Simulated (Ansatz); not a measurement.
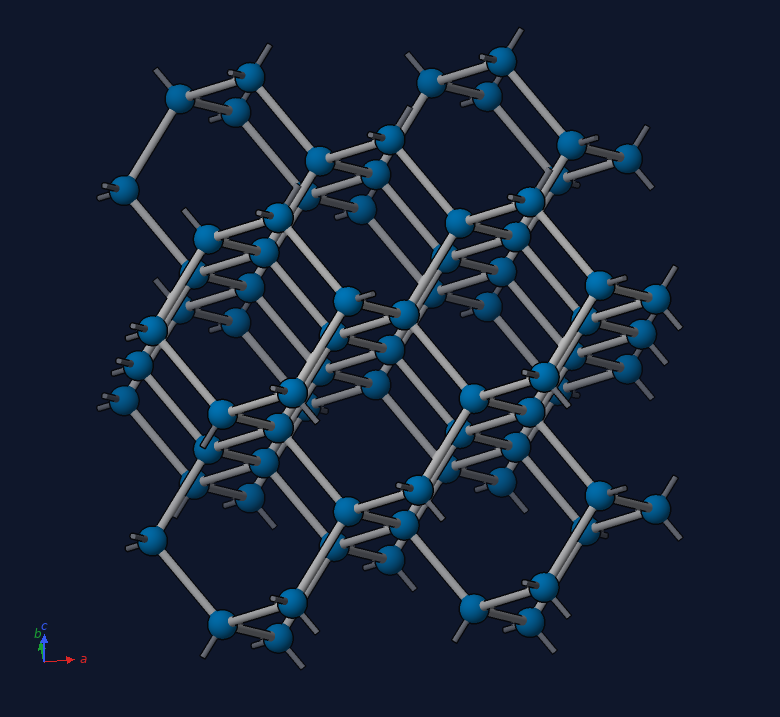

The picture shows a finite piece of the underlying net of a crystal structure, nodes on the atoms' positions. Nodes are coloured by topological kind. Short stubs are edges that leave the cut-out.

**Describe the net.**

A uninodal 4-connected, three-periodic net. It is the dia net, known from diamond, zinc blende and cristobalite.

**Give point symbol and coordination sequence.**

6^6, sequence 4, 12, 24, 42.

Where the net comes from. BN (space group F-43m, No. 216). Coordinates: a calculation's input that goes back to an entry of the Crystallography Open Database (an earlier step may have relaxed or displaced it). Bonds are taken as B–N below 1.8 Å. The graph is simplified in the usual way: terminal and isolated atoms are pruned, two-connected atoms become edges. B and N are 4-connected nodes.
